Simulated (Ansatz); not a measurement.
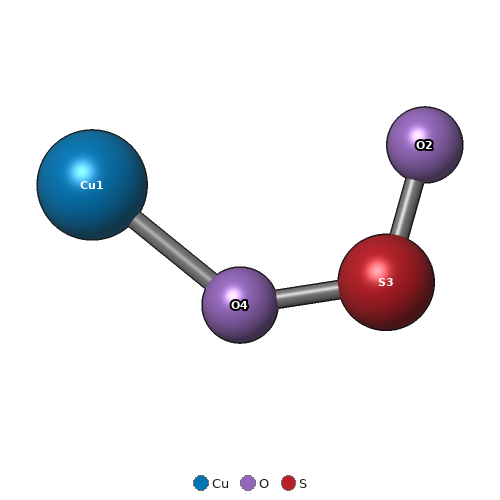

The system is CuO₂S, charge +1; the picture shows the reference structure. Coordinates scanned: (1) separation of O4 and Cu1 along their line in the relaxed pair; (2) sideways slip of Cu1. Nothing is relaxed (both partners rigid). Grid: 9 × 9 points. Points are written as (first, second). All energies are given in eV relative to the ion and the molecule far apart, frozen as in the relaxed pair, each in its own basis (no counterpoise correction). Energies and slopes of some neighbouring points disagree (a jump in structure or state, or too coarse a mesh). Theory: RKS PBE0-D4/def2-SVPD in Ansatz.

Its coordinates:

```xyz
4

Cu   -0.8264   -0.4950   -1.7654
O    -0.5633    0.4552    1.4749
S     0.7271    0.2309    0.8618
O     0.6627   -0.1911   -0.5712
```

Range: separation of O4 and Cu1 along their line in the relaxed pair from 1.624 to 4.224 Å; sideways slip of Cu1 from −3.00 to 3.00 Å.

**What will the energy surface look like?**

The lowest grid point is at (1.997 Å, 0.00 Å), −1.73 eV from the ion and the molecule far apart, frozen as in the relaxed pair, each in its own basis (no counterpoise correction). The highest grid point, (4.224 Å, −3.00 Å), lies 1.55 eV above the lowest.

```
second ↓, first →  1.624  1.765  1.997  2.282  2.609  2.970  3.362  3.780  4.224
             3.00  −1.54  −1.42  −1.20  −0.96  −0.74  −0.56  −0.43  −0.33  −0.26
             2.25  −1.57  −1.52  −1.34  −1.09  −0.85  −0.65  −0.49  −0.37  −0.28
             1.50  −1.55  −1.55  −1.44  −1.21  −0.96  −0.73  −0.55  −0.41  −0.31
             0.75  −1.42  −1.65  −1.64  −1.40  −1.09  −0.81  −0.60  −0.44  −0.33
             0.00  −1.01  −1.59  −1.73  −1.49  −1.14  −0.84  −0.61  −0.45  −0.33
            −0.75  −1.63  −1.72  −1.59  −1.31  −1.01  −0.75  −0.55  −0.41  −0.31
            −1.50  −1.46  −1.35  −1.17  −0.96  −0.76  −0.59  −0.45  −0.35  −0.27
            −2.25  −0.88  −0.82  −0.73  −0.62  −0.52  −0.43  −0.34  −0.28  −0.23
            −3.00  −0.50  −0.48  −0.44  −0.39  −0.34  −0.30  −0.25  −0.21  −0.18
```

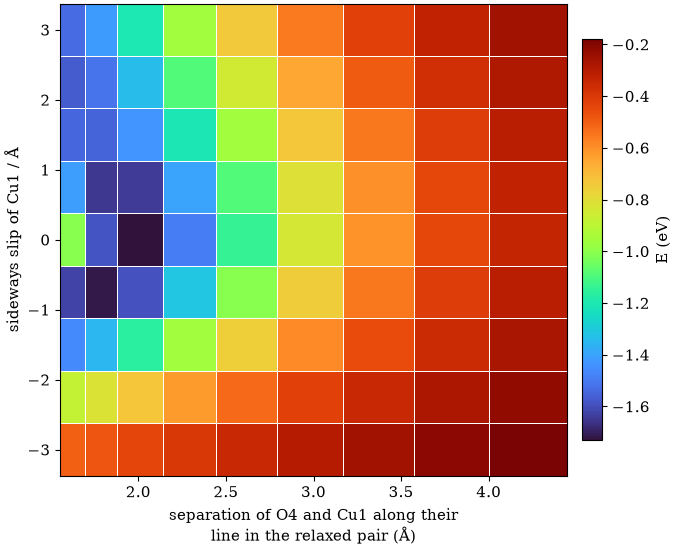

The picture shows one coloured cell a grid point.

Each point was launched as `ansatz run input.yaml --threads 1 --pin off --max-ram 2560MiB --backend cpu --events-out ev --progress --plain --runs-dir out`. The whole map (81 points run) took 8.4 min on 1 thread of Arm Neoverse V1, with other jobs on the host.
